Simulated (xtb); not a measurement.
# Geometry relaxation, with input and output: CuH$_{2}$OF (part 1 of 3)

- system: CuH$_{2}$OF
- method: GFN2-xTB (xtb 6.7.1)

The geometry comes from this level: PBE0-D4/def2-TZVP.

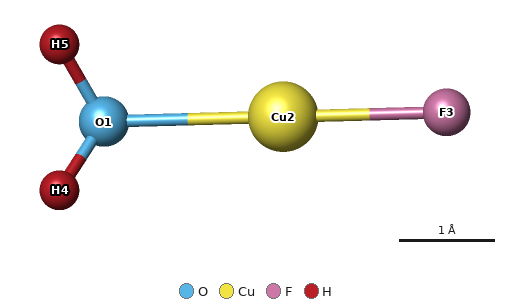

Fig. 1: The input geometry (ball-and-stick view, seen on its broad side; atoms are numbered from 1 in the order of the input). Sticks mark near contacts. Bond lengths as drawn: Cu–F 1.75 Å, Cu–O 1.93 Å and H–O 0.96 Å.

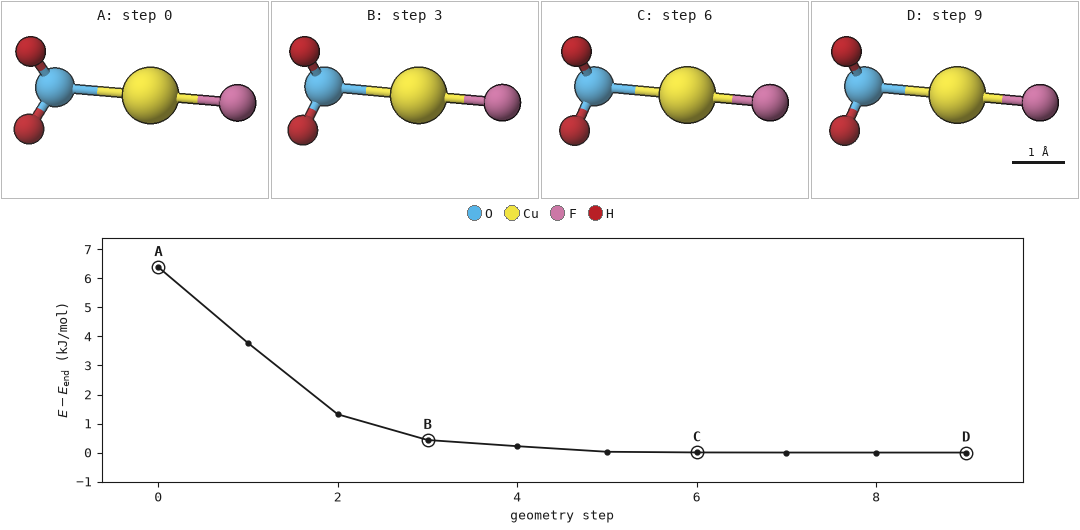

Fig. 2: Frames of the relaxation (ball-and-stick view, seen at a tilt) above the curves, on which the letters mark them (steps are counted from 0).

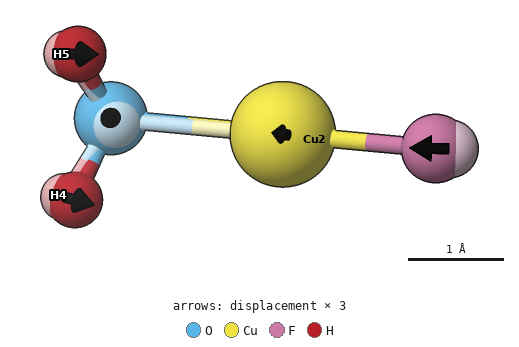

Fig. 3: Start (faint) and end (solid) with the displacements as black arrows, magnified 3 times (ball-and-stick view, seen at a tilt). The two geometries are laid on each other by the best rigid fit. F3 moves most after the best rigid fit: 0.14 Å. By element the largest moves are F 0.14 Å, H 0.13 Å, O 0.08 Å, Cu 0.07 Å. Distances before and after: Cu2–F3 1.755 → 1.688 Å, O1–Cu2 1.925 → 1.894 Å, O1–H4 0.963 → 0.969 Å. Among the angles that change: Cu2–O1–H4 114.2° → 103.2°. The energy falls by 6.39 kJ/mol in 9 geometry steps. (Atoms are counted from 1 in the order of the input.)

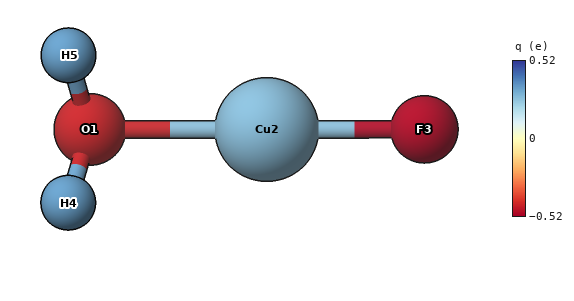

Fig. 4: Mulliken charges, as the colour of each atom (ball-and-stick view, seen on its broad side; atoms are numbered from 1 in the order of the input). By element: O −0.44, Cu +0.28, F −0.49 and H +0.33 e.

These pictures come from the run below.

## Input file (mol.xyz)
```
5

O     -0.782600     0.255300    -0.512100
Cu     0.739500    -0.565800     0.333300
F      2.126600    -1.315400     1.103300
H     -1.468100     0.540600     0.100800
H     -0.565500     1.011500    -1.066900
```

Command:
```bash
xtb mol.xyz -o vtight --gfn2 > mol.out
```

## What the program printed
```
* xtb version 6.7.1
   ID    Z sym.   atoms
    1    8 O      1
    2   29 Cu     2
    3    9 F      3
    4    1 H      4, 5

           -------------------------------------------------
          |                Calculation Setup                |
           -------------------------------------------------

          program call               : xtb mol.xyz -o vtight --gfn2
          coordinate file            : mol.xyz
          omp threads                :                     1

           -------------------------------------------------
          |                 G F N 2 - x T B                 |
           -------------------------------------------------

      * Hamiltonian:
        H0-scaling (s, p, d)           1.850000    2.230000    2.230000
        zeta-weighting                 0.500000
      * Dispersion:
        s8                             2.700000
        a1                             0.520000
        a2                             5.000000
        s9                             5.000000
      * Repulsion:
        kExp                           1.500000    1.000000
        rExp                           1.000000
      * Coulomb:
        alpha                          2.000000
        third order                    shell-resolved
        anisotropic                    true
        a3                             3.000000
        a5                             4.000000
        cn-shift                       1.200000
        cn-exp                         4.000000
        max-rad                        5.000000

          ...................................................
          :                      SETUP                      :
          :.................................................:
          :  # basis functions                  20          :
          :  # atomic orbitals                  19          :
          :  # shells                            9          :
          :  # electrons                        26          :
          :  max. iterations                   250          :
          :  Hamiltonian                  GFN2-xTB          :
          :  restarted?                      false          :
          :  GBSA solvation                  false          :
          :  PC potential                    false          :
          :  electronic temp.          300.0000000     K    :
          :  accuracy                    1.0000000          :
          :  -> integral cutoff          0.2500000E+02      :
          :  -> integral neglect         0.1000000E-07      :
          :  -> SCF convergence          0.1000000E-05 Eh   :
          :  -> wf. convergence          0.1000000E-03 e    :
          :  Broyden damping             0.4000000          :
          :  net charge                          0          :
          :  unpaired electrons                  0          :
          ...................................................

 iter      E             dE          RMSdq      gap      omega  full diag
   1    -13.7645693 -0.137646E+02  0.516E+00    9.10       0.0  T
   2    -13.7778581 -0.132888E-01  0.310E+00    8.19       1.0  T
   3    -13.7808125 -0.295438E-02  0.103E+00    7.04       1.0  T
   4    -13.7810295 -0.217002E-03  0.415E-01    6.98       1.0  T
   5    -13.7810582 -0.287373E-04  0.129E-01    7.09       1.0  T
   6    -13.7810715 -0.132427E-04  0.504E-02    7.09       1.0  T
   7    -13.7810724 -0.896147E-06  0.691E-03    7.09       6.5  T
   8    -13.7810724 -0.439614E-07  0.488E-03    7.09       9.2  T
   9    -13.7810724 -0.255261E-08  0.223E-03    7.09      20.0  T
  10    -13.7810724 -0.516036E-08  0.147E-04    7.09     304.0  T
  11    -13.7810724 -0.871836E-11  0.528E-05    7.09     846.9  T

   *** convergence criteria satisfied after 11 iterations ***

         #    Occupation            Energy/Eh            Energy/eV
      -------------------------------------------------------------
         1        2.0000           -0.7689738             -20.9248
       ...           ...                  ...                  ...
         7        2.0000           -0.3847173             -10.4687
         8        2.0000           -0.3846804             -10.4677
         9        2.0000           -0.3456199              -9.4048
        10        2.0000           -0.3456162              -9.4047
        11        2.0000           -0.3394055              -9.2357
        12        2.0000           -0.3385120              -9.2114
        13        2.0000           -0.3341293              -9.0921 (HOMO)
        14                         -0.0736079              -2.0030 (LUMO)
        15                         -0.0157281              -0.4280
        16                         -0.0120996              -0.3292
        17                          0.1785061               4.8574
        18                          0.1802398               4.9046
        19                          0.4829172              13.1408
      -------------------------------------------------------------
                  HL-Gap            0.2605214 Eh            7.0891 eV
             Fermi-level           -0.2038686 Eh           -5.5475 eV

 SCC (total)                   0 d,  0 h,  0 min,  0.012 sec
 SCC setup                      ...        0 min,  0.000 sec (  1.179%)
 Dispersion                     ...        0 min,  0.000 sec (  0.383%)
 classical contributions        ...        0 min,  0.000 sec (  0.206%)
 integral evaluation            ...        0 min,  0.001 sec (  7.124%)
 iterations                     ...        0 min,  0.009 sec ( 78.104%)
 molecular gradient             ...        0 min,  0.001 sec ( 11.095%)
 printout                       ...        0 min,  0.000 sec (  1.703%)

         :::::::::::::::::::::::::::::::::::::::::::::::::::::
         ::                     SUMMARY                     ::
         :::::::::::::::::::::::::::::::::::::::::::::::::::::
         :: total energy             -13.745479145447 Eh    ::
         :: gradient norm              0.024448654277 Eh/a0 ::
         :: HOMO-LUMO gap              7.089146870897 eV    ::
         ::.................................................::
         :: SCC energy               -13.781072462608 Eh    ::
         :: -> isotropic ES            0.075296220420 Eh    ::
         :: -> anisotropic ES          0.003477233162 Eh    ::
         :: -> anisotropic XC         -0.003326118563 Eh    ::
         :: -> dispersion             -0.001188119751 Eh    ::
         :: repulsion energy           0.035593317162 Eh    ::
         :: add. restraining           0.000000000000 Eh    ::
         :: total charge               0.000000000000 e     ::
         :::::::::::::::::::::::::::::::::::::::::::::::::::::

      -----------------------------------------------------------
     |                   =====================                   |
     |                        A N C O P T                        |
     |                   =====================                   |
     |               Approximate Normal Coordinate               |
     |                Rational Function Optimizer                |
      -----------------------------------------------------------
      -----------------------------------------------------------
     |                   =====================                   |
     |                        A N C O P T                        |
     |                   =====================                   |
     |               Approximate Normal Coordinate               |
     |                Rational Function Optimizer                |
      -----------------------------------------------------------

          ...................................................
          :                      SETUP                      :
          :.................................................:
          :   optimization level         verytight          :
          :   max. optcycles                   200          :
          :   ANC micro-cycles                  20          :
          :   degrees of freedom                 9          :
          :.................................................:
          :   RF solver                   davidson          :
          :   write xtbopt.log                true          :
          :   linear?                        false          :
          :   energy convergence         0.1000000E-06 Eh   :
          :   grad. convergence          0.2000000E-03 Eh/α :
          :   maxmium RF displ.          1.0000000          :
          :   Hlow (freq-cutoff)         0.1000000E-01      :
          :   Hmax (freq-cutoff)         5.0000000          :
          :   S6 in model hess.         20.0000000          :
          ...................................................

generating ANC from exact Hessian ...
Using Lindh-Hessian (1995)
 Shifting diagonal of input Hessian by    9.6098462554566229E-003
 Lowest  eigenvalues of input Hessian
    0.000000    0.000000    0.000000    0.000000    0.000000    0.000000
    0.010000    0.038221    0.077354    0.079959    0.227679    0.382477
    1.051792    1.360898    1.455313
 Highest eigenvalues
    0.079959    0.227679    0.382477    1.051792    1.360898    1.455313

........................................................................
.............................. CYCLE    1 ..............................
........................................................................

 iter      E             dE          RMSdq      gap      omega  full diag
   1    -13.7810724 -0.137811E+02  0.130E-05    7.09       0.0  T
   2    -13.7810724 -0.550671E-13  0.841E-06    7.09    5314.7  T
   3    -13.7810724 -0.355271E-14  0.291E-06    7.09   15379.0  T
     SCC iter.                  ...        0 min,  0.004 sec
     gradient                   ...        0 min,  0.001 sec
 * total energy  :   -13.7454791 Eh     change       -0.9752199E-12 Eh
   gradient norm :     0.0244489 Eh/α   predicted     0.0000000E+00 (-100.00%)
   displ. norm   :     0.1005839 α      lambda       -0.1125806E-02
   maximum displ.:     0.0677356 α      in ANC's #2, #4, #3, ...

........................................................................
.............................. CYCLE    2 ..............................
........................................................................

 iter      E             dE          RMSdq      gap      omega  full diag
   1    -13.7814681 -0.137815E+02  0.189E-01    7.11       0.0  T
   2    -13.7814735 -0.540037E-05  0.138E-01    7.12       1.0  T
   3    -13.7814763 -0.275527E-05  0.381E-02    7.13       1.2  T
   4    -13.7814767 -0.377991E-06  0.573E-03    7.13       7.8  T
   5    -13.7814767 -0.128262E-07  0.172E-03    7.13      26.0  T
   6    -13.7814767 -0.568269E-09  0.872E-04    7.13      51.3  T
   7    -13.7814767 -0.165070E-09  0.127E-04    7.13     352.1  T
     SCC iter.                  ...        0 min,  0.002 sec
     gradient                   ...        0 min,  0.001 sec
 * total energy  :   -13.7464751 Eh     change       -0.9959077E-03 Eh
   gradient norm :     0.0179009 Eh/α   predicted    -0.5685969E-03 ( -42.91%)
   displ. norm   :     0.3129185 α      lambda       -0.2612299E-02
   maximum displ.:     0.2044927 α      in ANC's #2, #4, #3, ...

........................................................................
.............................. CYCLE    3 ..............................
........................................................................

 iter      E             dE          RMSdq      gap      omega  full diag
   1    -13.7786813 -0.137787E+02  0.611E-01    7.04       0.0  T
   2    -13.7787369 -0.556447E-04  0.440E-01    7.08       1.0  T
   3    -13.7787636 -0.266826E-04  0.114E-01    7.14       1.0  T
   4    -13.7787675 -0.387684E-05  0.181E-02    7.14       2.5  T
   5    -13.7787676 -0.894701E-07  0.802E-03    7.14       5.6  T
   6    -13.7787676 -0.209987E-07  0.292E-03    7.14      15.3  T
   7    -13.7787676 -0.143655E-08  0.835E-04    7.14      53.6  T
   8    -13.7787676 -0.737471E-09  0.221E-04    7.14     202.2  T
     SCC iter.                  ...        0 min,  0.002 sec
     gradient                   ...        0 min,  0.001 sec
 * total energy  :   -13.7474105 Eh     change       -0.9354924E-03 Eh
   gradient norm :     0.0225011 Eh/α   predicted    -0.1434047E-02 (  53.29%)
   displ. norm   :     0.0823052 α      lambda       -0.7225818E-03
   maximum displ.:     0.0604442 α      in ANC's #2, #4, #3, ...

........................................................................
.............................. CYCLE    4 ..............................
........................................................................

 iter      E             dE          RMSdq      gap      omega  full diag
   1    -13.7825298 -0.137825E+02  0.144E-01    7.34       0.0  T
   2    -13.7825347 -0.490331E-05  0.874E-02    7.34       1.0  T
   3    -13.7825364 -0.170311E-05  0.248E-02    7.33       1.8  T
   4    -13.7825365 -0.173026E-06  0.107E-02    7.33       4.2  T
   5    -13.7825366 -0.166278E-07  0.238E-03    7.33      18.8  T
   6    -13.7825366 -0.348741E-08  0.591E-04    7.33      75.6  T
   7    -13.7825366 -0.935110E-10  0.228E-04    7.33     195.8  T
     SCC iter.                  ...        0 min,  0.002 sec
     gradient                   ...        0 min,  0.001 sec
 * total energy  :   -13.7477472 Eh     change       -0.3366126E-03 Eh
   gradient norm :     0.0040789 Eh/α   predicted    -0.3637399E-03 (   8.06%)
   displ. norm   :     0.0446491 α      lambda       -0.1021804E-03
   maximum displ.:     0.0300553 α      in ANC's #2, #4, #5, ...

........................................................................
.............................. CYCLE    5 ..............................
........................................................................
```
